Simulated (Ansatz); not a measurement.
# N2H (dinitrogen monohydride): UHSE06/STO-3G

What is the vertical doublet–quartet gap of N2H (dinitrogen monohydride) at UHSE06/STO-3G? 

Program for the calculation: Ansatz 0.2.0.

34 further runs of the same task are left out: 34 set aside as unsound or not needed.

### 1 The structure to begin with

N2H: 3 atoms, total charge 0, spin state doublet. As SMILES, `[N]=N`. The shape is that of a GFN2-xTB optimisation.

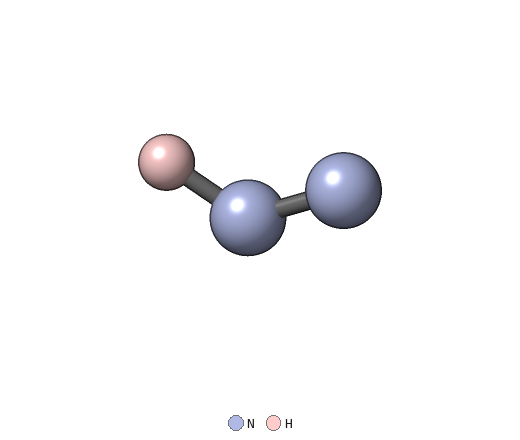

Viewed from a chosen angle; nitrogen light blue, hydrogen pink.

### 2 The energy at UHSE06/STO-3G

run.yaml reads:

```yaml
basis:
  gaussian: {orbitals: STO-3G}
crystal:
  periodic: [false, false, false]
  atoms:
    - symbol: N
      position_ang: [0.715210, -0.640440, 0.325220]
    - symbol: "N"
      position_ang: [-0.243160, -0.185380, -0.152740]
    - symbol: H
      position_ang: [-0.472040, 0.825820, -0.172480]
magnetization: {spin_polarized: true, initial_magnetization: 1}
hamiltonian: {xc: {name: HSE06}}
accuracy: high
```

On the command line:

```
$ ansatz run run.yaml --threads 1 --pin off --max-ram 2610MiB --events-out events.jsonl --progress --plain --runs-dir runs
```

The program printed:

```text
Warning: RAYON_NUM_THREADS=1 ignored (pool sized by the plan → 1); use --threads N
Functional definition: HSE06
  name "HSE06"
  parameter a = 0.25
  parameter omega = 0.11/bohr
  exchange = pbe_x - a*pbe_x_sr(omega) + a*exact_x_sr(omega)
  correlation = pbe_c
168 factors; integrals over basis functions are off by at most 1.6e-8 eV
38 factors; integrals over basis functions are off by at most 4.5e-10 eV
mean field evaluation 1: about -2950.3682 eV, gradient 8.0e0 eV
mean field evaluation 2: about -2949.5725 eV, gradient 1.5e1 eV
mean field evaluation 4: about -2950.7615 eV, gradient 1.7e-1 eV
mean field evaluation 8: about -2950.7447 eV, gradient 4.8e-3 eV
mean field evaluation 16: about -2950.7447 eV, gradient 2.6e-7 eV
mean field -2950.74467757 eV, -108.4378668143 hartree, gradient 9.1e-9 eV, S^2 0.752821; 0 other end points of the search recorded, 0 dependent functions left out
reference -2950.74467879 eV, -108.4378668588 hartree; 8, 7 occupied and 3, 4 virtual orbitals, 168 factors
Total energy: -2950.74467879 eV, -108.4378668588 hartree
```

It took 1 s on 1 thread of Arm Neoverse V1, shared host.

### 3 The quartet

molecule.yaml reads:

```yaml
basis:
  gaussian:
    orbitals: STO-3G
crystal:
  periodic: [false, false, false]
  atoms:
    - {symbol: N, position_ang: [0.715210, -0.640440, 0.325220]}
    - {symbol: "N", position_ang: [-0.243160, -0.185380, -0.152740]}
    - {symbol: H, position_ang: [-0.472040, 0.825820, -0.172480]}
total_charge: 0
magnetization:
  spin_polarized: true
  initial_magnetization: 3
hamiltonian:
  xc: {name: HSE06}
accuracy: high
```

On the command line:

```
$ ansatz run molecule.yaml --threads 1 --pin off --max-ram 2610MiB --events-out events.jsonl --progress --plain --runs-dir runs
```

The program printed, cut to the lines that bear on the results:

```text
Warning: RAYON_NUM_THREADS=1 ignored (pool sized by the plan → 1); use --threads N
[... 6 set-up lines as earlier in the session ...]
168 factors; integrals over basis functions are off by at most 1.6e-8 eV
38 factors; integrals over basis functions are off by at most 4.5e-10 eV
mean field evaluation 1: about -2944.0328 eV, gradient 7.1e0 eV
mean field evaluation 2: about -2943.8351 eV, gradient 1.0e1 eV
mean field evaluation 4: about -2944.4829 eV, gradient 2.2e-1 eV
mean field evaluation 8: about -2944.4965 eV, gradient 6.3e-3 eV
mean field evaluation 16: about -2944.4965 eV, gradient 1.9e-7 eV
mean field -2944.49649378 eV, -108.2082502948 hartree, gradient 3.5e-8 eV, S^2 3.750658; 1 other end points of the search recorded, 0 dependent functions left out
reference -2944.49649501 eV, -108.2082503401 hartree; 9, 6 occupied and 2, 5 virtual orbitals, 168 factors
Total energy: -2944.49649501 eV, -108.2082503401 hartree
```

It took 0.98 s on 1 thread of Arm Neoverse V1, shared host.

### 4 Outcome

Level: UHSE06/STO-3G.

```
                                        quantity          value
                           doublet: total energy  -108.43787 Eh
                                   doublet: ⟨S²⟩          0.753
                           quartet: total energy  -108.20825 Eh
                                   quartet: ⟨S²⟩          3.751
vertical energy of the quartet above the doublet       6.248 eV
```

**Reading.** At this shape the quartet lies 6.25 eV (144 kcal/mol) above the doublet. In a minimal basis such a difference can be off by several eV, whatever the method.
